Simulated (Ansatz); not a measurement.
Input file:

```
crystal:
  periodic: [false, false, false]
  atoms:
    - { symbol: Ga, position_ang: [0.003001, 0.212753, -0.11339] }
    - { symbol: H, position_ang: [0.015718, 0.182393, 1.452162] }
    - { symbol: Cl, position_ang: [1.83119, 0.354217, -1.223074] }
    - { symbol: Cl, position_ang: [-1.842906, 0.29926, -1.198366] }
    - { symbol: F, position_ang: [0.056854, -2.322662, 1.282624] }
    - { symbol: H, position_ang: [0.064542, -1.63786, 1.882344] }
basis:
  gaussian: { orbitals: def2-SVP }
hamiltonian:
  xc: hf
relax:
  f_tol: 0.03
  max_steps: 50
output:
  orbitals: {}
```

Command:

```sh
ansatz run input.yaml --threads 1 --pin off --max-ram 2048MiB --backend cpu --events-out ev --progress --plain --runs-dir out
```

The fields are those of the run's last geometry, not of the input's.

The calculation used Ansatz, RHF/def2-SVP.

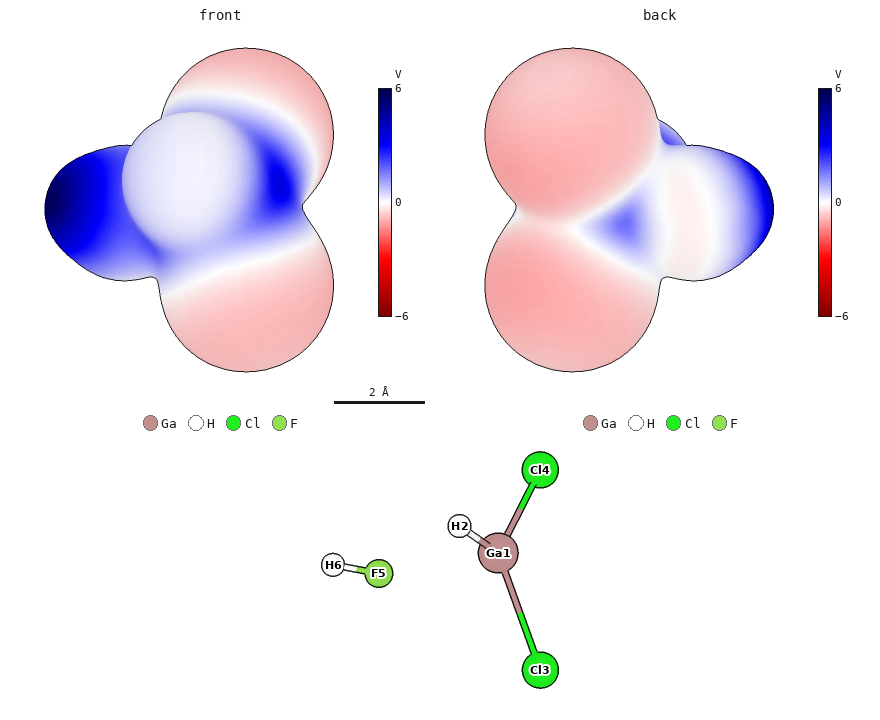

Cl₂GaH···HF. The molecular electrostatic potential painted on the density surface at 0.002 e/bohr³, seen from the front and from behind; red is negative and blue positive. The bare structure is drawn below in the same view.

Where is the surface potential most negative and most positive?

The most negative region (about −1.0 V) lies over Cl3 and Cl4, the most positive (about +5.4 V) over H6.
